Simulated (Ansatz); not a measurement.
## Electronic structure of CHGeI in real space

Input

```
crystal:
  periodic: [false, false, false]
  atoms:
    - {symbol: C, position_ang: [-0.060497, 1.139424, -0.231551]}
    - {symbol: Ge, position_ang: [-0.037456, 0.244149, -1.798696]}
    - {symbol: I, position_ang: [1.686881, 0.233485, 0.715091]}
    - {symbol: H, position_ang: [-0.544758, 1.889262, 0.397816]}
basis:
  gaussian: {orbitals: def2-TZVPD}
output: {forces: true, orbitals: {seedname: orbitals}}
hamiltonian: {xc: pbe0}
```

Command:

```sh
ansatz run input.yaml --threads 1 --pin off --max-ram 2610MiB --events-out events.jsonl --progress --plain --runs-dir runs
```

Geometry: B3LYP-D3(BJ)/def2-SVP; core potentials replace the inner electrons of I.

These are results of isolated molecule in a Gaussian basis; Kohn-Sham density functional theory, functional PBE0 (Ansatz 0.2.0), not measurements.

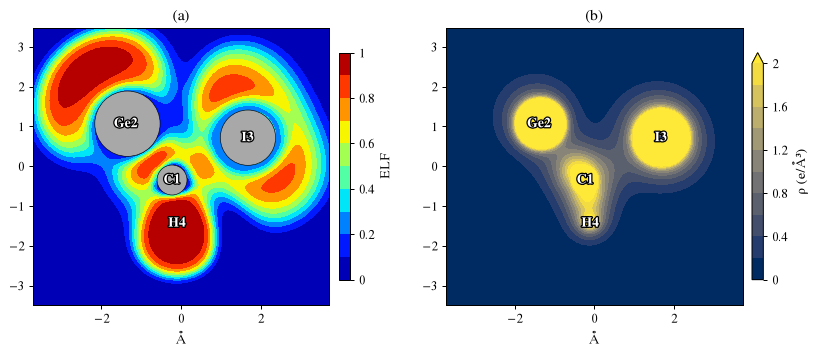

Figure 1. (a) electron localisation function; (b) electron density on the molecular plane. Grey discs cover the atomic cores in the ELF map.

> What do the fields say about this system?

- The section cuts through C, Ge, I and H sites.
- C–Ge (1.80 Å): the density is about 1.1 e/Å³ at the midpoint; the ELF peaks at about 0.90 in the valence shell of C, 0.6 Å from its nucleus, and is about 0.45 at the midpoint.
- C–I (2.18 Å): ρ is about 0.74 e/Å³ halfway; the ELF peaks at about 0.80 between the atoms (localised, covalent bonding).
- Ge–I (3.05 Å): the density is about 0.27 e/Å³ at the midpoint; the ELF is about 0.30 at the midpoint.
- C–H (1.09 Å): the density is about 2 e/Å³ at the midpoint; the ELF climbs to about 1 towards the hydrogen, as it does in any bond to H; an ordinary covalent bond to hydrogen.
- The ELF also peaks beside I3, away from the bonds: lone-pair regions.

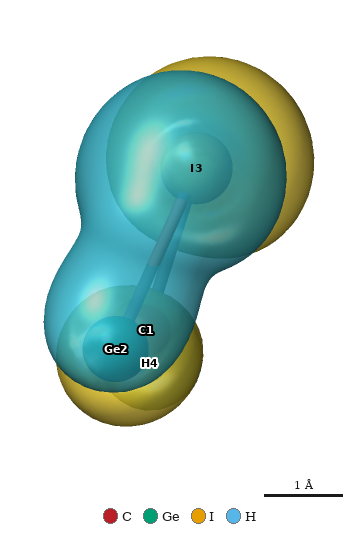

Figure 2. The HOMO−1 at ±0.1 Å⁻³ᐟ² (yellow and cyan are the two phases), seen at an oblique angle.

> What is the character of this orbital?

By Hirshfeld shares it lies mainly on I3 (about 65 %), Ge2 (about 20 %) and C1 (about 10 %); it is symmetric in the molecular plane (an in-plane orbital: σ, lone-pair or in-plane π type). Its energy is −7.84 eV.

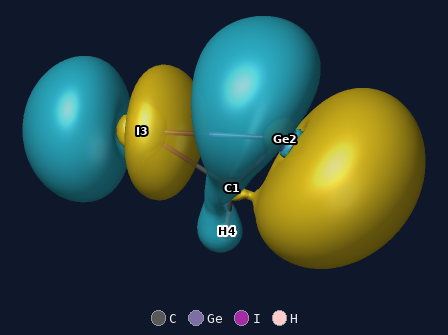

Figure 3. One frontier orbital at ±0.05 Å⁻³ᐟ² (yellow and cyan are the two phases), seen at a tilt.

> Which orbital is it: HOMO or LUMO?

The LUMO, at −2.62 eV. It lies mainly on Ge2 (about 70 %), I3 (about 20 %) and C1 (about 5 %); it is symmetric in the molecular plane (an in-plane orbital: σ, lone-pair or in-plane π type).
